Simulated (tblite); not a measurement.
**C5H5FO: molecular dynamics (part 2 of 2)**

C5H5FO; GFN2-xTB Langevin dynamics, gas phase (tblite 0.8.0). 

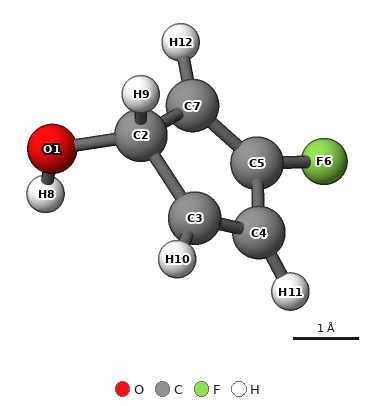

The geometry at step 7000 of the log (ball-and-stick view, seen at a tilt; atoms are numbered from 1 in the order of the input).

Trajectory as extended XYZ, continued
```
12
Properties=species:S:1:pos:R:3:forces:R:3 step=5250 time_fs=7875.0 energy=-598.32376 temperature=399.0
O    -4.5288   -0.5537   -4.1850   -0.0700   0.0320   0.2710
C    -3.4254   -0.2080   -3.3717   -0.1660  -0.5850  -1.0910
C    -2.3320   -1.2580   -3.3335    0.2580   0.9970  -0.2650
C    -1.1594   -0.6565   -3.6075   -0.4570  -0.8140   0.2850
C    -1.3899    0.7872   -3.7214    1.7480  -0.6240  -0.1410
F    -0.3653    1.6740   -3.7442   -0.5220  -0.4190  -0.2650
C    -2.6806    1.0411   -3.7559   -0.6160   0.2840   0.6390
H    -4.2391   -0.7816   -5.0727    0.1850   0.0240  -0.0470
H    -3.8694   -0.0048   -2.4155   -0.2060  -0.0860   0.7850
H    -2.4645   -2.3052   -3.1684   -0.2830  -0.0870  -0.0530
H    -0.2923   -1.2854   -3.7363    0.4010   0.7710   0.1170
H    -3.1437    1.9922   -3.7186   -0.2720   0.5070  -0.2340
12
Properties=species:S:1:pos:R:3:forces:R:3 step=5600 time_fs=8400.0 energy=-598.16786 temperature=362.6
O    -4.3763    0.2170   -4.7124    1.8790   0.2440   0.7910
C    -3.3326    0.5380   -3.7418   -2.2970   0.7300   0.0440
C    -2.5649   -0.5838   -3.2341    1.5900  -0.1330  -0.4370
C    -1.2789   -0.2180   -3.1765    0.7550  -0.9830  -0.6680
C    -1.1419    1.0939   -3.7612    0.4060   0.0310   0.7880
F     0.0602    1.6741   -3.7624   -0.0040   0.2780  -0.2800
C    -2.3313    1.5838   -4.0818   -0.8860   0.7740  -0.8100
H    -3.8582   -0.2044   -5.4269   -0.6500   0.2470   0.2460
H    -3.7963    0.8718   -2.7723   -0.5010   0.2370  -0.8120
H    -3.0433   -1.4837   -3.0537   -0.4060  -1.3960   0.5580
H    -0.3892   -0.8177   -3.0203   -0.3760   0.0880   0.5100
H    -2.6836    2.5114   -4.5101    0.4900  -0.1170   0.0690
12
Properties=species:S:1:pos:R:3:forces:R:3 step=5950 time_fs=8925.0 energy=-598.08797 temperature=234.8
O    -4.8698    0.6033   -4.5687   -0.8800  -0.8960  -0.4890
C    -3.6902    0.8328   -3.9234    1.6710   0.8050   0.4160
C    -3.2026   -0.2433   -2.9561    1.0240   1.0810  -1.9810
C    -1.9041   -0.4551   -3.1839    0.6880   0.6160  -0.8160
C    -1.4374    0.4088   -4.3465   -0.3700  -2.3070   1.9910
F    -0.2813    0.3380   -4.9719    1.1420  -0.2530   0.2730
C    -2.4434    1.0695   -4.8228   -2.4740   1.2830   0.3490
H    -4.8937   -0.3420   -4.8168   -0.0690   0.5640  -0.0710
H    -3.8617    1.7155   -3.2545    0.1750  -0.1030  -0.5860
H    -3.9761   -0.6461   -2.3940   -0.4000  -0.8730   1.2280
H    -1.1949   -1.0690   -2.6779    0.0150  -0.3520   0.2660
H    -2.3229    1.7740   -5.6011   -0.5210   0.4330  -0.5810
12
Properties=species:S:1:pos:R:3:forces:R:3 step=6300 time_fs=9450.0 energy=-598.07223 temperature=373.3
O    -4.5094    0.0639   -4.5949    1.5790  -0.9700  -0.0030
C    -3.3000    0.6411   -4.0415   -1.6390   1.1560  -1.5390
C    -2.9588    0.4274   -2.6437   -0.9460  -1.7990   0.9090
C    -1.6616    0.1875   -2.5029    1.2100  -0.2000   0.4850
C    -1.0363    0.3683   -3.7844   -1.4940   0.6290  -1.1570
F     0.2813    0.4583   -3.9113    0.2490  -0.2100  -0.2980
C    -2.0028    0.5584   -4.7458    1.6630   0.0440   0.6160
H    -4.2119   -0.7238   -5.0942   -0.4550   0.3740   0.3950
H    -3.6375    1.6839   -4.1419    0.4490   0.6060   0.2350
H    -3.7353    0.1084   -1.9901   -0.2720   0.3620   0.6420
H    -1.0724   -0.0941   -1.6355   -0.3880   0.2930  -0.1040
H    -1.8508    0.9084   -5.7461    0.0450  -0.2860  -0.1820
12
Properties=species:S:1:pos:R:3:forces:R:3 step=6650 time_fs=9975.0 energy=-598.10144 temperature=558.4
O    -2.9391    0.6633   -5.5764   -1.0190   1.6740  -1.2400
C    -2.9850    1.3301   -4.3455    2.6360  -1.2060  -0.3540
C    -3.6645    0.6137   -3.2594   -1.6660  -0.4110   0.8470
C    -2.8878    0.4811   -2.1820    1.0460   0.2670  -1.7120
C    -1.5216    0.8571   -2.6219   -1.0580   0.8640   0.6540
F    -0.5649    0.8931   -1.7003    0.6350  -0.3580   0.0260
C    -1.5166    1.3762   -3.8451    0.1400   0.8410  -0.3330
H    -2.8753   -0.2582   -5.4541    0.1830  -1.4780   0.3810
H    -3.4757    2.2843   -4.4398    0.1720   0.5680  -0.3990
H    -4.7171    0.3678   -3.4442    0.4880   0.0760   0.6030
H    -3.0178    0.1570   -1.2009   -0.5600  -0.5930   0.9700
H    -0.6493    1.7125   -4.4458   -0.9980  -0.2430   0.5570
12
Properties=species:S:1:pos:R:3:forces:R:3 step=7000 time_fs=10500.0 energy=-597.94625 temperature=383.3
O    -2.7254    1.9986   -6.2970   -0.5180  -0.0870   0.4840
C    -3.2753    2.3368   -5.0254   -1.8620  -1.7500  -0.1620
C    -4.4717    1.4213   -4.5096    3.3310  -0.0110   1.2030
C    -4.1217    0.7900   -3.3574   -0.0150   0.7380  -2.4760
C    -2.8260    1.2679   -2.9946    0.8020   1.2660   0.1080
F    -2.3802    0.8600   -1.7657    0.4160   0.6140  -1.1050
C    -2.3545    2.1885   -3.9049    1.4870  -0.4660   2.6810
H    -2.4742    1.0631   -6.3248   -0.0610   0.2410   0.1970
H    -3.6898    3.3167   -5.1602    0.0270   0.7940   0.0420
H    -5.2981    1.2246   -5.0463   -2.3910  -0.3630  -1.6990
H    -4.5552   -0.0895   -2.9730   -0.6470  -0.2160   0.7200
H    -1.4505    2.8160   -3.8256   -0.5690  -0.7580   0.0070
12
Properties=species:S:1:pos:R:3:forces:R:3 step=7350 time_fs=11025.0 energy=-598.06445 temperature=427.6
O    -3.3807    1.6757   -6.4952    0.2790  -0.3620   0.6440
C    -3.9388    2.2721   -5.3468   -0.7120  -0.9290   0.8850
C    -5.2454    1.5030   -4.7834    3.5620   1.7350  -0.1620
C    -5.0011    1.2369   -3.5029   -0.1640  -0.2080  -1.0850
C    -3.6843    1.7085   -3.1656    0.2620   0.8640  -0.9660
F    -3.2371    1.5184   -1.9702    0.8430  -0.2990   2.3320
C    -3.0357    2.3914   -4.1226   -0.9320  -1.6150  -0.7560
H    -2.9017    0.8586   -6.2224   -0.5130   0.7140  -0.2320
H    -4.1100    3.3113   -5.5351   -0.8210   0.6430  -0.8640
H    -5.9865    1.2963   -5.4618   -1.4800  -0.4410  -0.8650
H    -5.6261    0.6410   -2.8900   -0.2360  -0.1070   0.6640
H    -2.0422    2.7771   -4.2336   -0.0890   0.0050   0.4040
12
Properties=species:S:1:pos:R:3:forces:R:3 step=7700 time_fs=11550.0 energy=-597.87612 temperature=288.9
O    -3.5218    2.4970   -6.5964    1.3400  -0.2300  -2.3110
C    -4.3529    2.6729   -5.5182   -0.5720  -0.7370  -0.9050
C    -5.5841    1.8400   -5.5669    0.8820  -0.9620   3.8790
C    -5.7356    1.2002   -4.3827    0.8380   0.0890   0.5720
C    -4.5384    1.5002   -3.5882   -1.0040  -1.2550   2.0780
F    -4.2841    1.1143   -2.2618   -0.6750   0.1190  -1.8110
C    -3.7332    2.2826   -4.2452    1.3760   0.9710   0.2910
H    -3.8548    2.0164   -7.4115   -0.1340   0.6930   1.6270
H    -4.6680    3.7096   -5.4475   -0.1090   0.6860   0.0060
H    -6.3231    1.9182   -6.2273   -2.3110   0.1940  -2.7560
H    -6.4593    0.5543   -3.9183   -0.3450   0.0570  -0.6060
H    -2.8203    2.6396   -3.8546    0.7140   0.3740  -0.0640
12
Properties=species:S:1:pos:R:3:forces:R:3 step=8050 time_fs=12075.0 energy=-598.06794 temperature=432.8
O    -4.3143    1.9444   -7.5458   -0.4070   0.4280   0.1150
C    -5.0745    2.0978   -6.3548   -0.6960  -2.5710  -0.6170
C    -5.7987    0.7375   -6.0748   -0.1180   0.6590  -1.0900
C    -5.5097    0.2401   -4.8812   -0.6580  -0.3030   0.7300
C    -4.6861    1.2112   -4.2250    1.3850   2.0690  -1.0180
F    -4.2954    1.1119   -2.9460   -0.0130   0.0290  -0.2930
C    -4.3071    2.2085   -5.1158    0.1950   0.1220   2.5330
H    -4.9356    1.7042   -8.2530    0.2970   0.0990   0.2140
H    -5.7570    2.9607   -6.3964   -0.1450  -0.1960  -0.2310
H    -6.2832    0.1697   -6.8377   -0.3490   0.1220  -0.3720
H    -5.9390   -0.6576   -4.4164    0.5400   0.5410  -0.3260
H    -3.8041    3.1737   -4.9501   -0.0300  -1.0000   0.3540
12
Properties=species:S:1:pos:R:3:forces:R:3 step=8400 time_fs=12600.0 energy=-598.24367 temperature=413.2
O    -4.7437    2.2489   -8.4402   -1.7380   0.2630  -0.0670
C    -5.1951    1.8640   -7.1839    0.2780   0.7380   1.2390
C    -5.4248    0.4397   -6.7710    0.5020   1.1570  -1.0830
C    -4.9339    0.2383   -5.5768    0.2730  -1.0390   2.0580
C    -4.3107    1.4702   -5.1051    0.1980  -1.0990   0.5320
F    -3.6503    1.4922   -3.9530    0.0790   0.1450   0.5510
C    -4.4617    2.4458   -5.9673    0.0160  -0.0730  -1.9030
H    -3.8446    2.0607   -8.6009    1.4840  -0.5270   0.1060
H    -6.1684    2.3179   -7.0512   -0.8190   0.3150  -0.4200
H    -5.9810   -0.1469   -7.4062   -0.8420  -1.4040  -0.9470
H    -5.0271   -0.6754   -4.9606    0.1930   0.7910  -0.4810
H    -4.1185    3.4348   -6.0559    0.3750   0.7330   0.4150
```

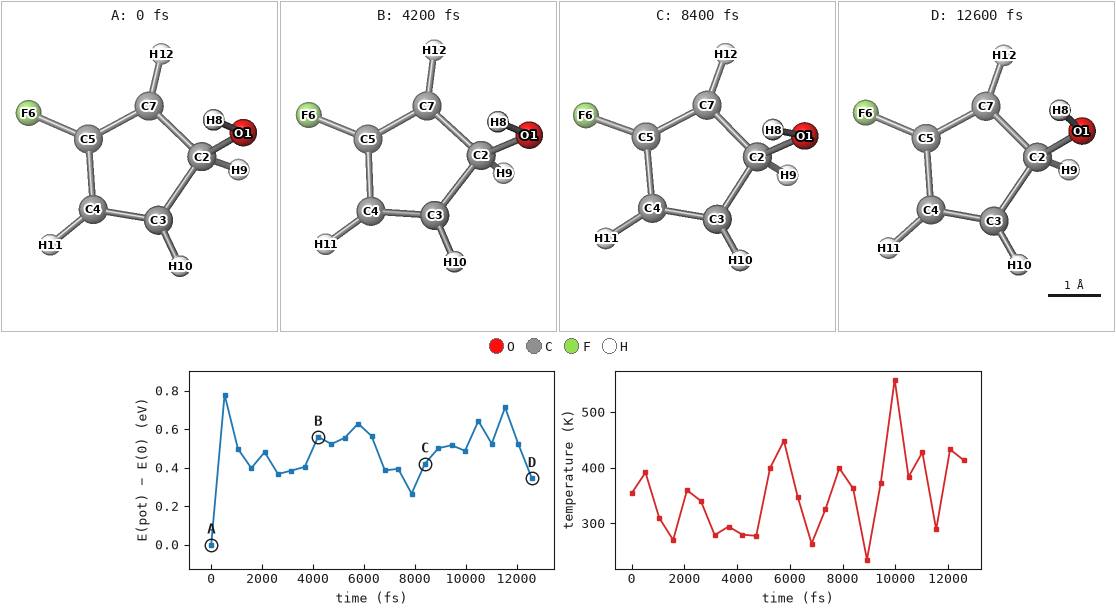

Frames of the molecular dynamics (ball-and-stick, seen at a tilt) above the curves, on which the letters mark them. The trajectory kept here has 25 frames over 12600 fs. The temperature starts at 354 K, ranges from 235 to 558 K and averages 370 K over the second half. The potential energy ends 0.345 eV above its first value. After an unweighted best fit of the last frame on the first, the root-mean-square displacement is 0.12 Å, and H8 has moved furthest (0.27 Å).

The run was set up as follows.

Input
```
{"job": {"dt": 1.5, "steps": 8000, "equilibration": 400, "friction": 0.005, "h_mass": 4.0, "temperature": 350, "xc": "GFN2-xTB", "basis": "xTB", "kind": "md"}, "charge": 0, "multiplicity": 1}
O     -2.039814    -0.660400     0.205064
C     -0.854567    -0.269541    -0.433277
C     -0.365221     1.128683    -0.132082
C      0.933783     1.095875     0.175975
C      1.366948    -0.291774     0.159032
F      2.627744    -0.641158     0.440234
C      0.364117    -1.115432    -0.154854
H     -1.897450    -0.639537     1.158216
H     -1.081818    -0.328235    -1.508070
H     -1.009057     1.985194    -0.192429
H      1.584043     1.917799     0.410951
H      0.376085    -2.184215    -0.232867
```

The first line tells a small driver script what to run in tblite; the rest is the geometry in Å.

Launch command:
```bash
OMP_NUM_THREADS=1 python <driver script> task.json out
```

Summary

- outcome: finished
- mean temperature over the second half: 370 K
- trajectory: 25 frames kept, 12600 fs
- hardware: 1 CPU thread, shared host
- wall time: 56 s
- peak memory: 0.52 GiB
